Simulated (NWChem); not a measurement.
# MgO (magnesium oxide) at HF/STO-3G

What is the vertical electron affinity of MgO (magnesium oxide) at HF/STO-3G? 

The results are computed with NWChem 7.3.0.

5 further runs of the same task are left out: 5 set aside as unsound or not needed. Runs told in other sessions of the task aren't counted.

**1. Starting point**

MgO has 2 atoms, charge 0, and is taken as a singlet. SMILES: `[O]=[Mg]`. The coordinates come from a PBE0-D4/def2-TZVP relaxation.

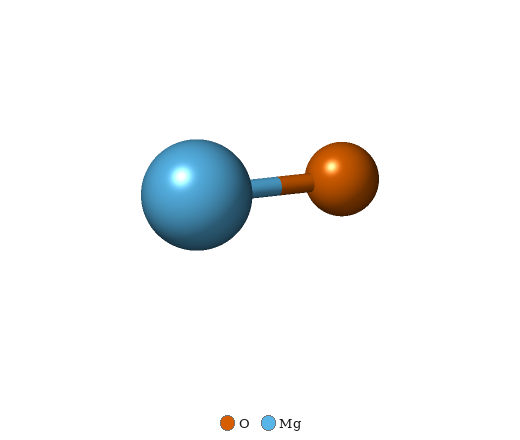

Viewed from a chosen angle; oxygen orange, magnesium blue.

**2. Energy and gradient at HF/STO-3G**

mgo.nw reads:

```
start mgo
memory stack 880 mb heap 220 mb global 1100 mb
charge 0
geometry units angstrom noautosym nocenter noautoz
O     0.000000    0.000000   -0.045320
Mg    0.000000    0.000000    1.687290
end
basis spherical bse
O library STO-3G
Mg library STO-3G
end
scf
thresh 1e-08
maxiter 80
end
task scf gradient
```

Launch:

```sh
$ nwchem mgo.nw > mgo.out
```

The log of the run:

```text
[...]
  functions       =    14
[...]
  wavefunction    = RHF
[...]
         Total SCF energy =   -270.771043629355
      One-electron energy =   -441.229588851550
      Two-electron energy =    141.138031139989
 Nuclear repulsion energy =     29.320514082206
        Time for solution =      0.1s
[...]
                         RHF ENERGY GRADIENTS
    atom               coordinates                        gradient
                 x          y          z           x          y          z
   1 O       0.000000   0.000000  -0.085642    0.000000   0.000000  -0.010558
   2 Mg      0.000000   0.000000   3.188516   -0.000000  -0.000000   0.010558
[...]
```

It took 0.66 s on 1 thread of Intel Xeon 6975P-C (Granite Rapids), shared host; peak memory 0.1 GiB.

**3. The doublet anion: the energy at UHF/STO-3G**

calc.nw reads:

```
start calc
title "MgO hf"
memory 2200 mb
charge -1
geometry units angstroms noautosym nocenter noautoz
  O      0.000000     0.000000    -0.045320
  Mg     0.000000     0.000000     1.687290
end
basis "ao basis" spherical bse
  * library STO-3G
end
scf
  nopen 1
  uhf
  thresh 1e-08
  maxiter 80
  noprint "final vectors analysis"
end
task scf energy
```

Launch:

```sh
$ nwchem calc.nw > calc.out
```

The log of the run:

```text
[...]
  functions       =    14
[...]
  wavefunction    = UHF
[...]
         Total SCF energy =   -270.507865720306
      One electron energy =   -449.302857839947
      Two electron energy =    149.474478037435
 Nuclear repulsion energy =     29.320514082206
                       Sz =      0.5000
                 Sz(Sz+1) =      0.7500
                      S^2 =      0.7757
[...]
```

Run time: 0.66 s. Hardware: 1 thread of Intel Xeon 6975P-C (Granite Rapids), shared host; peak memory 0.1 GiB.

**4. Summary of results**

At HF/STO-3G:

| quantity | value |
| --- | --- |
| singlet MgO: total energy | -270.77104 Eh |
| singlet MgO: dipole moment | 5.13 D |
| singlet MgO: HOMO energy | -3.08 eV |
| singlet MgO: LUMO energy | 8.09 eV |
| singlet MgO: HOMO–LUMO gap | 11.17 eV |
| singlet MgO: largest force on an atom | 0.543 eV/Å |
| doublet anion: total energy | -270.50787 Eh |
| doublet anion: ⟨S²⟩ | 0.776 |
| vertical electron affinity (to the doublet anion) | -7.161 eV |

The anion lies 7.16 eV (165 kcal/mol) above the neutral: the electron isn't bound at this level, and such a value depends on the basis. Without diffuse functions anions come out too high. Hartree–Fock misses the correlation that binds many anions. The largest force (singlet MgO) is 0.54 eV/Å: the shape isn't a stationary point for this species at this level. In a minimal basis such a difference can be off by several eV, whatever the method.
